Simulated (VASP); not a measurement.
Band structure of WSe$_{2}$ (2H layered). All values below come from PBE GGA with D3 dispersion (Becke-Johnson damping), VASP's PBE PAW potentials (set 64) (plane waves; VASP 6.6.1).

Unless said otherwise, spin-orbit coupling is left out, though it shifts the bands of the heavy elements here.

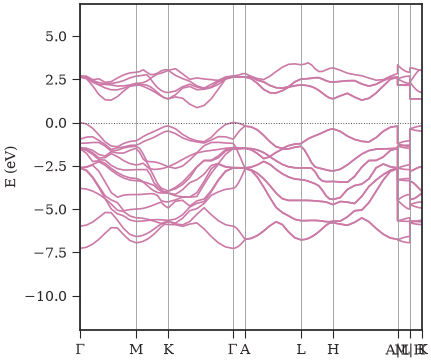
Bands along high-symmetry lines, zero at the valence-band maximum or, without a gap, the Fermi level

Task: Read the plot: is there a gap, and where are the band edges?

Result: The gap is indirect, 0.86 eV, from the valence maximum at Γ to the conduction minimum at K-Γ at 0.44. (Edges off the drawn lines would not show.)

The compound is WSe2 in the 2H layered structure. It was relaxed first.
